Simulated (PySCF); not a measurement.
ClF···H2O (SMILES FCl.O)

```xyz
5

Cl    1.0695    0.0138    0.1076
F    -0.5660   -0.1140   -0.0387
O     3.4684    0.2163    0.2941
H     3.8099   -0.4530   -0.3073
H     3.6511    1.0600   -0.1312
```

Geometry: PBE0-D3(BJ)/def2-TZVPD.

Level of theory: wB97M-D3(BJ)/def2-TZVPD, SCF density, gas phase in PySCF 2.14.0.

What will maps of the electron density and electron localisation function show?

Answer. O–H (0.96 Å): ρ is about 3.8 e/Å³ halfway; the ELF climbs to about 1 towards the hydrogen, as it does in any bond to H; an ordinary covalent bond to hydrogen.

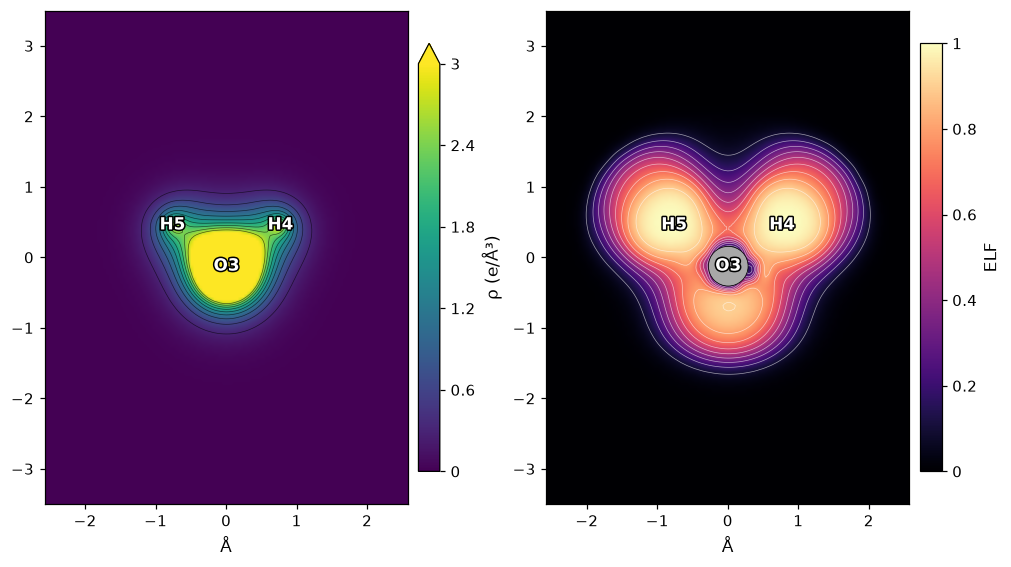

Computed electron density and electron localisation function on the plane of atoms H4, O3 and H5, in this order. Grey discs cover the atomic cores in the ELF map. 
